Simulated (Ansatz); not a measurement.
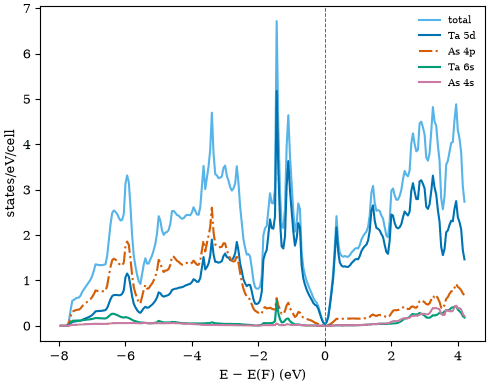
Figure: Total and projected density of states of TaAs in space group I4_1md (No. 109; Ta on 4a, As on 4a), DFT-r²SCAN in the program Ansatz with PAW potentials

### Question
Which orbitals carry the states next to the Fermi level?

### Answer
Within 0.5 eV of the Fermi level: Ta 5d 87 %, As 4p 9 %. Projections are on Löwdin-orthogonalised atomic valence shells; empty p or d shells of many metals are not among them.

### Question
Where is the tallest occupied peak in this window, and what makes it?

### Answer
Near -1.4 eV, about 6.7 states/eV per cell; the largest projected share is Ta 5d.

The cell was relaxed with r²SCAN under the symmetry of its start. No spin polarisation was allowed. A small band overlap can be real or an error of a semilocal functional. Spin–orbit coupling is left out wherever it is not named.

Potentials: the later of the program's two PAW sets.
